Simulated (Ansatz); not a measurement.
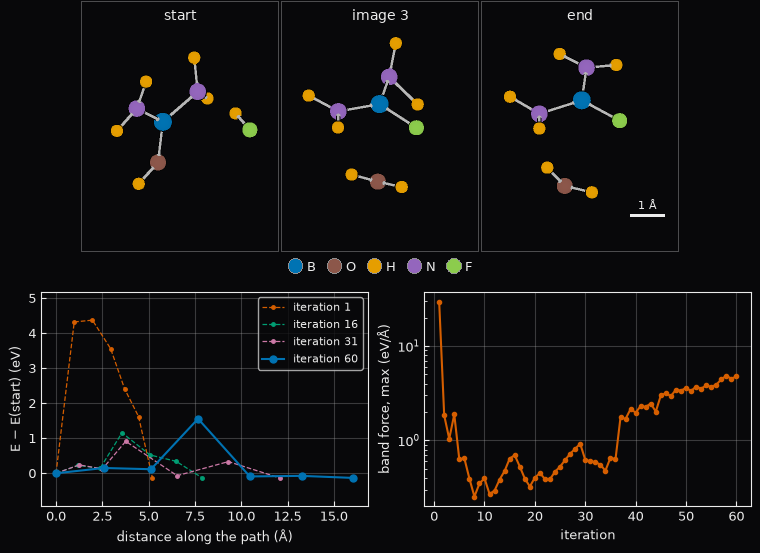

A search for the minimum-energy path of BN$_{2}$H$_{6}$OF by the nudged elastic band. Images are numbered from 0 (start) to 6 (end). The plot follows the band through its iterations. A ball-and-stick model, seen from a free direction.

Level of theory: Ansatz 0.2.0, RKS PBE-D4/def2-SVP. Settings: 5 movable images; climbing image; force threshold 0.03 eV/Å; iteration limit 60; starting path through a guess of the saddle point.

Judge this run.

Answer. The result isn't final. The band hadn't converged when the run stopped after 60 iterations. The largest component of the band force went from 30 to 4.8 eV/Å. The barrier read from it is provisional: over the last two iterations the highest image moved from 1.39 eV to 1.56 eV. The first iteration put the highest image at 4.37 eV. Forward barrier 1.56 eV, backward barrier 1.69 eV, with image 3 at the top; the reaction energy is −0.13 eV.

The run took 6.7 min on 2 threads of Arm Neoverse V2 (shared host), peak memory 0.13 GiB.
